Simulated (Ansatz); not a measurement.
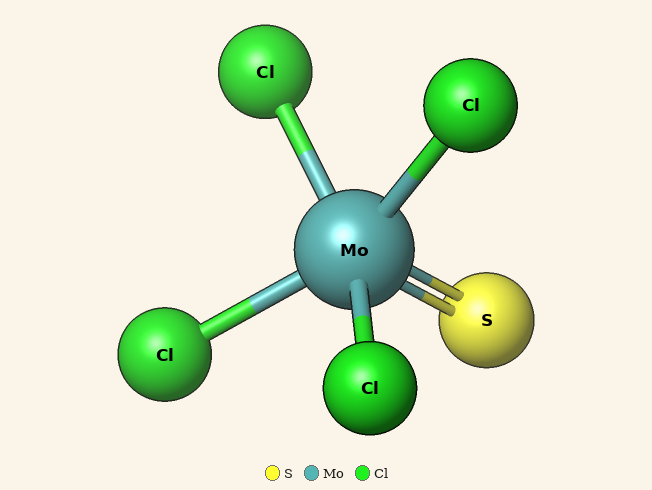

A ball-and-stick model of a molecule.

Charge 0, singlet. Computed geometry: PBE0-D4/def2-TZVP optimisation.

Count the atoms of each element.

MoSCl4, 6 atoms: 1 molybdenum, 1 sulfur and 4 chlorine.

What is its SMILES?

[S]=[Mo]([Cl])([Cl])([Cl])[Cl]

How many bonds of each kind are drawn?

4 Cl–Mo, 1 Mo–S.

How many sets of symmetry-equivalent atoms are there?

3: 1 S, 1 Mo, 4 Cl.

Which point group does it belong to?

C4v.

More results for the same structure follow; atom numbers are the same in all pictures, views and colours differ.

**Charges**

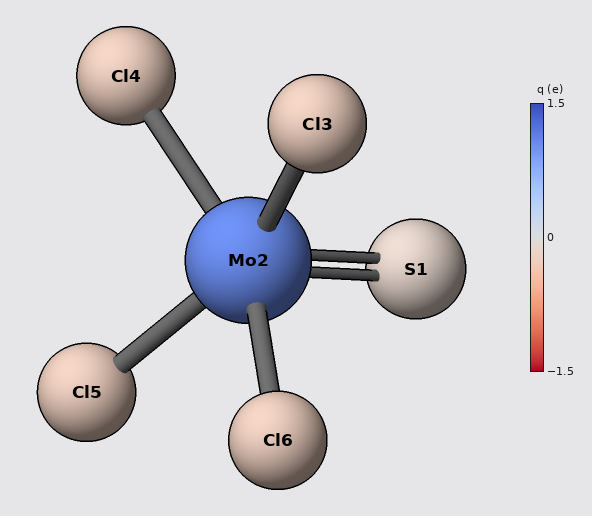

Atoms are coloured by their Mulliken charges. Properties computed with RKS PBE0-D4/def2-TZVP, core potentials on Mo (Ansatz 0.2.0).

List the Mulliken charges.

```
atom  value (e)
  S1      −0.13
 Mo2       1.02
 Cl3      −0.22
 Cl4      −0.22
 Cl5      −0.22
 Cl6      −0.22
```

**Levels of theory compared**

Program: Ansatz 0.2.0.

Compare HOMO energy (eV), vertical IP (eV) at these levels: B3LYP-D4/def2-TZVPP; PBE-D4/def2-TZVPP; PBE0-D4/def2-TZVPP; r2SCAN-D4/def2-TZVPP; ωB97X-V/def2-TZVPP.

```json
{"level": "B3LYP-D4/def2-TZVPP", "HOMO energy (eV)": "−8.37", "vertical IP (eV)": "10.32"}
{"level": "PBE-D4/def2-TZVPP", "HOMO energy (eV)": "−7.35", "vertical IP (eV)": "9.92"}
{"level": "PBE0-D4/def2-TZVPP", "HOMO energy (eV)": "−8.65", "vertical IP (eV)": "10.42"}
{"level": "r2SCAN-D4/def2-TZVPP", "HOMO energy (eV)": "−7.69", "vertical IP (eV)": "10.18"}
{"level": "ωB97X-V/def2-TZVPP", "HOMO energy (eV)": "−10.97", "vertical IP (eV)": "10.91"}
```

**Thermal motion**

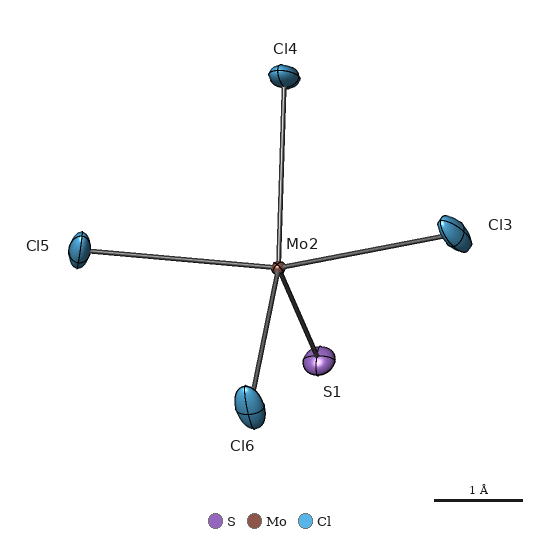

Displacement ellipsoids at the 50 % level, enlarged 2 times, from the internal vibrations of the free molecule (harmonic, no overall translation or rotation; no half-axis is drawn under 0.075 Å). Vibrations computed with RKS PBE0-D4/def2-TZVP, core potentials on Mo (Ansatz 0.2.0). Temperature: 200 K.

Which atom moves most?

Cl3, Cl4, Cl5, Cl6, with U_eq = 0.0049 Å².

Give the displacement parameters, one line for each set of equivalent atoms.

| atom | U_eq (Å²) | rms amplitudes (Å) |
| --- | --- | --- |
| S1 | 0.0029 | 0.037, 0.060, 0.060 |
| Mo2 | 0.00066 | 0.025, 0.026, 0.026 |
| Cl3, Cl4, Cl5, Cl6 | 0.0049 | 0.040, 0.054, 0.102 |

**Vibrations**

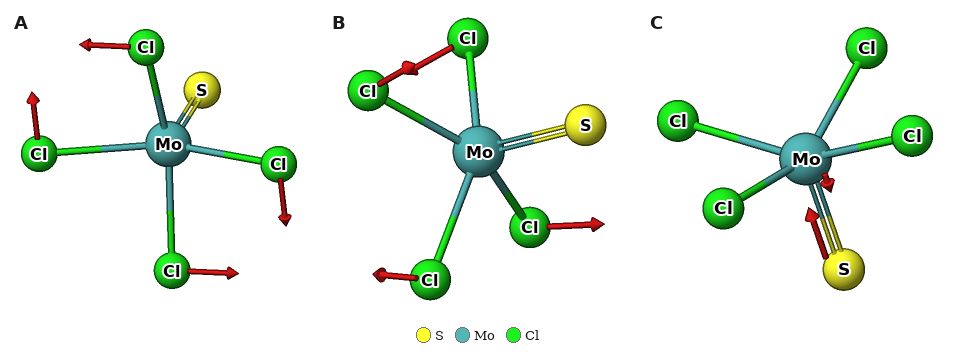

3 normal modes of one molecule or complex, as arrows. Harmonic vibrations computed with RKS PBE0-D4/def2-TZVP, core potentials on Mo (Ansatz 0.2.0) at a stationary point of the same level.

Match the panels to the wavenumbers 62 cm⁻¹, 226 cm⁻¹, 620 cm⁻¹.

A: 226 cm⁻¹, Cl–Mo–Cl bending
B: 62 cm⁻¹, Cl–Mo–Cl bending
C: 620 cm⁻¹, Mo–S stretching

Mulliken values depend strongly on the basis set and can even reverse the polarity of a bond.
